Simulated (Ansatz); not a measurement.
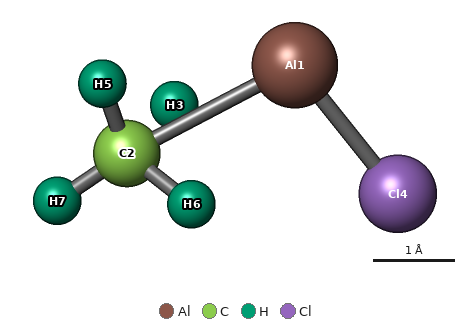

The input geometry of the first run (ball-and-stick view, seen on its broad side; atoms are numbered from 1 in the order of the input). Sticks mark near contacts. Bond lengths as drawn: Al–C 2.35 Å, Al–Cl 2.09 Å and C–H 1.06 to 1.13 Å.

**Two runs on CH4AlCl**

System: CH4AlCl.
Method of the first run: RKS wB97M-V/def2-TZVPP (Ansatz 0.2.0).

The geometry: displaced from a GFN2-xTB structure. Text and figures count atoms from 1; the logs count them from 0 in places.

The input, the first run:
```yaml
crystal:
  periodic: [false, false, false]
  atoms:
    - {symbol: Al, position_ang: [0.243000, -1.596300, 0.102900]}
    - {symbol: C, position_ang: [0.095900, 0.695600, -0.409300]}
    - {symbol: H, position_ang: [-0.950100, -0.152600, -0.688900]}
    - {symbol: Cl, position_ang: [-0.576100, -1.574300, 2.020700]}
    - {symbol: H, position_ang: [0.821900, 0.388300, -1.148500]}
    - {symbol: H, position_ang: [0.416900, 0.486000, 0.655900]}
    - {symbol: H, position_ang: [-0.098900, 1.726800, -0.541600]}
basis:
  gaussian: {orbitals: def2-TZVPP}
hamiltonian: {xc: {name: wB97M-V}}
output: {forces: true}
```

Hardware: 4 CPU threads, shared host.

Output (the first run):
```
Functional definition: wB97M-V
  parameter omega = 0.3/bohr
  parameter cx = 0.15
  parameter cx01 = 1.007
  parameter cx10 = 0.259
  parameter css00 = 0.443
  parameter css04 = -1.437
  parameter css10 = -4.535
  parameter css20 = -3.390
  parameter css43 = 4.278
  parameter cos00 = 1.000
  parameter cos10 = 1.358
  parameter cos20 = 2.924
  parameter cos21 = -8.812
  parameter cos60 = -1.390
  parameter cos61 = 9.142
  parameter b = 6.0
  parameter c = 0.01
  gx(w, u) = 1 - cx + cx01*u + cx10*w
  gss(w, u) = css00 + css04*u^4 + css10*w + css20*w^2 + css43*w^4*u^3
  gos(w, u) = cos00 + cos10*w + (cos20 + cos21*u)*w^2 + (cos60 + cos61*u)*w^6
  exchange = spin_sum(e_x_unif_sr(omega)*gx(b97_w, b97_u_x)) + cx*exact_x_sr(omega) + exact_x_lr(omega)
  correlation = spin_sum(e_c_pw_mod_same_spin*gss(b97_w, b97_u_same))
      + integral(e_c_pw_mod_opposite_spin*gos(b97_w_opposite, b97_u_opposite)) + vv10(b, c)
998 factors; their error is unknown
225 factors; integrals over basis functions are off by at most 3.6e-5 eV
mean field evaluation 1: about -20218.0174 eV, gradient 3.4e1 eV
mean field evaluation 2: about -20219.2494 eV, gradient 2.7e1 eV
mean field evaluation 4: about -20220.8901 eV, gradient 9.2e-1 eV
mean field evaluation 8: about -20220.9113 eV, gradient 3.8e-1 eV
mean field evaluation 16: about -20220.9116 eV, gradient 1.2e-4 eV
mean field -20220.91160784 eV, -743.1047953620 hartree, gradient 3.7e-5 eV, S^2 0.000000; 0 other end points of the search recorded, 0 dependent functions left out
the calculation of the forces begins
reference -20220.91165078 eV, -743.1047969399 hartree; 20, 20 occupied and 151, 151 virtual orbitals, 998 factors
Total energy: -20220.91165078 eV, -743.1047969399 hartree
Atom 0 at     0.243000    -1.596300     0.102900 Å, force     0.928248    -1.960100    -1.016852 eV/Å
Atom 1 at     0.095900     0.695600    -0.409300 Å, force    -2.160213    -2.754785     0.004414 eV/Å
Atom 2 at    -0.950100    -0.152600    -0.688900 Å, force     2.700756     3.113152     0.781803 eV/Å
Atom 3 at    -0.576100    -1.574300     2.020700 Å, force    -0.619777     0.155874     1.359607 eV/Å
Atom 4 at     0.821900     0.388300    -1.148500 Å, force     0.241074    -0.046813    -0.004173 eV/Å
Atom 5 at     0.416900     0.486000     0.655900 Å, force    -0.365612     0.423157    -1.148946 eV/Å
Atom 6 at    -0.098900     1.726800    -0.541600 Å, force    -0.724476     1.069514     0.024147 eV/Å
Dipole moment:     0.049993     0.631390    -0.383288 e Å
```

The second run used a changed input.

The two runs side by side:

```tsv
quantity	the first run	the second run
outcome	converged	converged
total energy (hartree)	−743.104797	−742.155675
dipole moment (D)	3.56	3.58
largest force (eV/Å)	4.195	4.073
basis functions	171	171
wall time (shared host)	2.4 s	35 s
```

Which change of the input explains these differences?

The change (lines with − go, lines with + come):
```diff
-hamiltonian: {xc: {name: wB97M-V}}
+correlation: {method: ccsd_t}
```

The total energies belong to different methods, so their difference says nothing on which is more stable or more accurate. The largest force goes from 4.195 to 4.073 eV/Å.

Output (the second run):
```
Functional definition: HF
  exchange = exact_x
  correlation = 0
992 factors; integrals over basis functions are off by at most 1.3e-3 eV
mean field evaluation 1: about -20178.8261 eV, gradient 2.3e1 eV
mean field evaluation 2: about -20178.9420 eV, gradient 2.3e1 eV
mean field evaluation 4: about -20180.8390 eV, gradient 2.5e0 eV
mean field evaluation 8: about -20180.8880 eV, gradient 2.5e-1 eV
mean field evaluation 16: about -20180.8887 eV, gradient 1.7e-6 eV
mean field -20180.88868179 eV, -741.6339799580 hartree, gradient 1.7e-6 eV, S^2 0.000000; 0 other end points of the search recorded, 0 dependent functions left out; unrestricted orbitals would lower it
11 core orbitals not correlated: weight in the atoms' cores, before any rotation towards them, 1.000 or more for the frozen orbitals, at most 0.000 for the correlated occupied ones
reference -20180.88868179 eV, -741.6339799580 hartree; 9, 9 occupied and 151, 151 virtual orbitals, 992 factors
too little memory for Intel AMX tiles; the run may be slower
second order -12.42857042 eV of doubles, -0.00000000 eV of singles
cycle   1  -13.21926595 eV  change   -7.9e-1 eV  update   8.5e-2
cycle   2  -13.58764134 eV  change   -3.7e-1 eV  update   2.9e-2
cycle   3  -13.64621657 eV  change   -5.9e-2 eV  update   1.4e-2
cycle   4  -13.63755766 eV  change    8.7e-3 eV  update   4.3e-3
cycle   5  -13.63621973 eV  change    1.3e-3 eV  update   1.8e-3
cycle   6  -13.63644027 eV  change   -2.2e-4 eV  update   7.6e-4
cycle   7  -13.63634904 eV  change    9.1e-5 eV  update   3.1e-4
cycle   8  -13.63638371 eV  change   -3.5e-5 eV  update   1.4e-4
cycle   9  -13.63639825 eV  change   -1.5e-5 eV  update   5.3e-5
cycle  10  -13.63636979 eV  change    2.8e-5 eV  update   2.1e-5
cycle  11  -13.63637926 eV  change   -9.5e-6 eV  update   8.5e-6
cycle  12  -13.63638329 eV  change   -4.0e-6 eV  update   3.0e-6
perturbative correction -0.55965443 eV, -0.0205669210 hartree
the calculation of the forces begins
Total energy: -20195.08471951 eV, -742.1556747218 hartree
Atom 0 at     0.243000    -1.596300     0.102900 Å, force     0.866716    -1.910974    -0.948969 eV/Å
Atom 1 at     0.095900     0.695600    -0.409300 Å, force    -2.080693    -2.718807     0.018211 eV/Å
Atom 2 at    -0.950100    -0.152600    -0.688900 Å, force     2.615008     3.030687     0.752977 eV/Å
Atom 3 at    -0.576100    -1.574300     2.020700 Å, force    -0.588137     0.144661     1.301350 eV/Å
Atom 4 at     0.821900     0.388300    -1.148500 Å, force     0.305524    -0.078169    -0.052856 eV/Å
Atom 5 at     0.416900     0.486000     0.655900 Å, force    -0.336333     0.396236    -1.096393 eV/Å
Atom 6 at    -0.098900     1.726800    -0.541600 Å, force    -0.782084     1.136366     0.025680 eV/Å
Dipole moment:     0.029550     0.655931    -0.350555 e Å
```
